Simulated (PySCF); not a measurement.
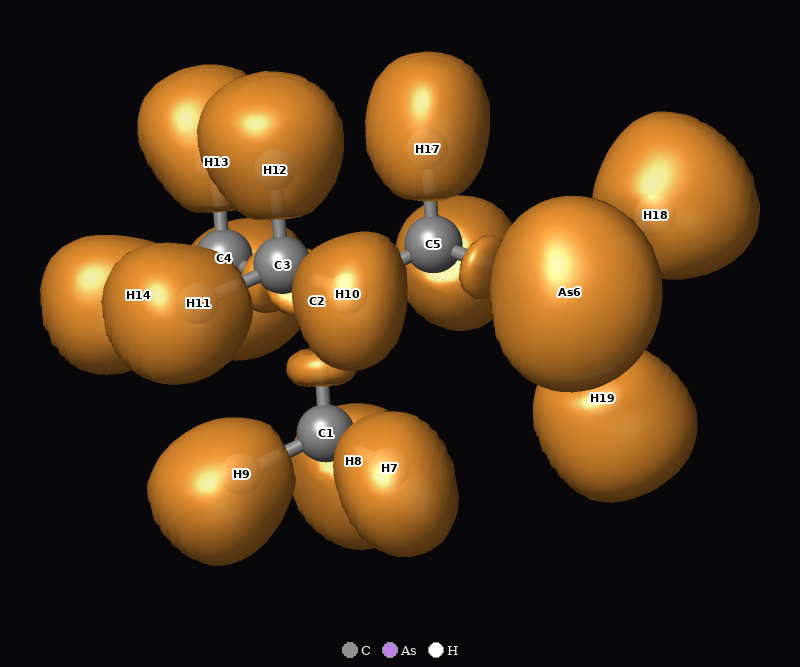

Figure. C$_{5}$H$_{13}$As (SMILES CC(C)(C)C[AsH2]). Isosurface of the electron localisation function at 0.85 (orange), seen across its widest extent. Core shells and regions of very low density are left out.

Geometry: PBE0-D3(BJ)/def2-SVP.

All numbers below come from wB97X-D/def2-SVPD, SCF density, gas phase (PySCF).

```yaml
atoms:
  - { symbol: C, position_ang: [-0.2666, -1.2813, -1.0407] }
  - { symbol: C, position_ang: [-0.5395, -0.1549, -0.0412] }
  - { symbol: C, position_ang: [-0.9178, -0.7506, 1.3169] }
  - { symbol: C, position_ang: [-1.7016, 0.7015, -0.5543] }
  - { symbol: C, position_ang: [0.6947, 0.7515, 0.0952] }
  - { symbol: As, position_ang: [2.3556, -0.1666, 0.6914] }
  - { symbol: H, position_ang: [0.5313, -1.9545, -0.6870] }
  - { symbol: H, position_ang: [0.0407, -0.8801, -2.0199] }
  - { symbol: H, position_ang: [-1.1682, -1.8947, -1.1949] }
  - { symbol: H, position_ang: [-0.1085, -1.3760, 1.7255] }
  - { symbol: H, position_ang: [-1.8172, -1.3803, 1.2303] }
  - { symbol: H, position_ang: [-1.1317, 0.0425, 2.0513] }
  - { symbol: H, position_ang: [-1.9208, 1.5298, 0.1381] }
  - { symbol: H, position_ang: [-2.6183, 0.0990, -0.6589] }
  - { symbol: H, position_ang: [-1.4708, 1.1373, -1.5394] }
  - { symbol: H, position_ang: [0.8947, 1.2686, -0.8554] }
  - { symbol: H, position_ang: [0.4985, 1.5300, 0.8509] }
  - { symbol: H, position_ang: [3.1992, 1.1044, 0.6654] }
  - { symbol: H, position_ang: [2.8343, -0.5697, -0.7006] }
```

> Describe the localisation domains.

At this value the surface marks out one region between bonded As–C atoms (shared pairs), four regions between bonded C–C atoms (shared pairs), 13 regions around hydrogen nuclei and one lobe on As, pointing away from the bonds (lone pairs).

Values along the shortest contacts:
C–C (1.53 Å): the ELF peaks at about 0.95 between the atoms: localised, covalent bonding. C–As (1.99 Å): the ELF peaks at about 0.95 between the atoms, as expected for a covalent bond.
